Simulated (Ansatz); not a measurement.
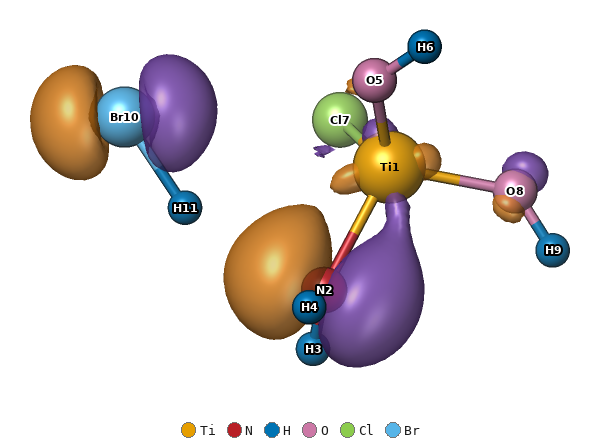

*ClH4NO2Ti···HBr. The HOMO at ±0.15 Å⁻³ᐟ² (orange and purple are the two phases), seen across its widest extent.*

Not at a stationary point (largest force 1.6 eV/Å).

These are results of Ansatz, RKS PBE/def2-SVP, not measurements.

```tsv
atom	x (Å)	y (Å)	z (Å)
Ti	-0.0673	-0.1101	0.1400
N	-0.1189	-0.0965	2.1471
H	-0.9585	0.0444	2.7205
H	0.6630	-0.4121	2.7327
O	1.6312	-0.1236	-0.3906
H	2.0793	-0.7863	-0.9470
Cl	-1.3085	1.5327	-0.7057
O	-0.8051	-1.6386	-0.4117
H	-1.3061	-2.3350	0.0482
Br	1.5635	3.0581	1.3319
H	0.7803	1.9590	2.0124
```

Question: What is the character of this orbital?

Answer: It lies mainly on N2 (about 50 %), Br10 (about 25 %) and Ti1 (about 10 %); largely a combination of lone pairs on N2 and Br10. Its energy is −6.20 eV.
